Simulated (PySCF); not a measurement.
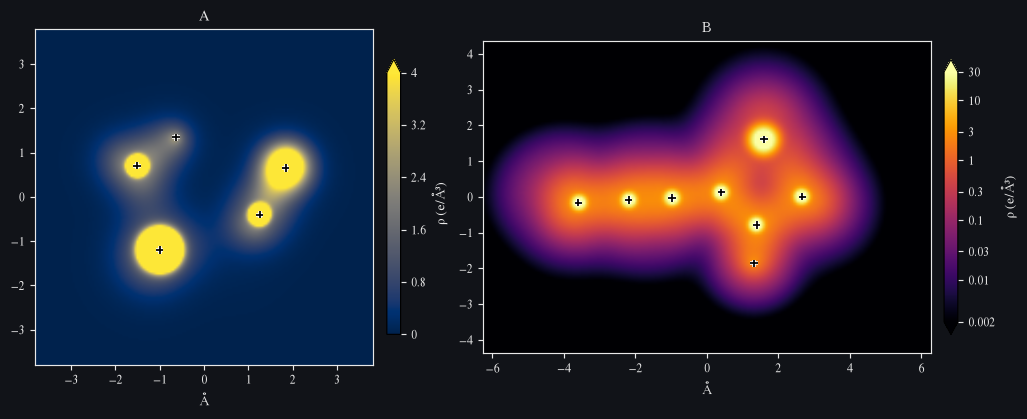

The electron density of 2 systems, each on a plane through atoms (crosses mark nuclei in the plane).

Method: CAM-B3LYP/def2-SVPD, SCF density, gas phase (PySCF).

System 1: C₆H₇NSi (SMILES [H]/N=C\C#CC1=CC[SiH2]1), the plane of atoms C6, C5 and Si8. Geometry: GFN2-xTB.

```xyz
15

N     4.2696    0.4837    0.1985
C     3.3889    0.5089   -0.7085
C     2.0056    0.2751   -0.5569
C     0.8365    0.0317   -0.3370
C    -0.5172   -0.1469   -0.0915
C    -1.3348   -1.1821   -0.3578
C    -2.6859   -0.7744    0.1599
Si   -1.8992    0.8946    0.7180
H     3.9097    0.2695    1.1289
H     3.7282    0.7337   -1.7182
H    -1.0977   -2.1222   -0.8328
H    -3.0601   -1.4362    0.9413
H    -3.4480   -0.7360   -0.6187
H    -2.3167    2.0903   -0.0089
H    -1.7833    1.1184    2.1565
```

System 2: C₄H₇AsO (SMILES C[As]1CC(=O)C1), the plane of atoms As2, C1 and H7. Geometry: GFN2-xTB.

```csv
atom,x (Å),y (Å),z (Å)
C,1.7042,-0.1020,0.6869
As,0.8236,0.2895,-1.0362
C,-0.7895,1.2557,-0.3345
C,-1.2294,-0.0947,0.1420
O,-1.5931,-0.3884,1.2536
C,-0.6893,-1.0230,-0.9021
H,0.9687,-0.3258,1.4573
H,2.3740,-0.9555,0.5777
H,2.3005,0.7551,1.0012
H,-1.3736,1.6255,-1.1763
H,-0.7111,2.0149,0.4415
H,-1.2569,-1.0036,-1.8316
H,-0.5325,-2.0472,-0.5687
```

Which map belongs to which system?

Answer. Panel A is system 2, C₄H₇AsO: the plane holds C, As, O and H. C–O (1.21 Å): ρ is about 3.4 e/Å³ halfway. Panel B is system 1, C₆H₇NSi: the plane holds C, Si and H. C–C (1.21 Å): ρ at the midpoint is about 2.7 e/Å³.
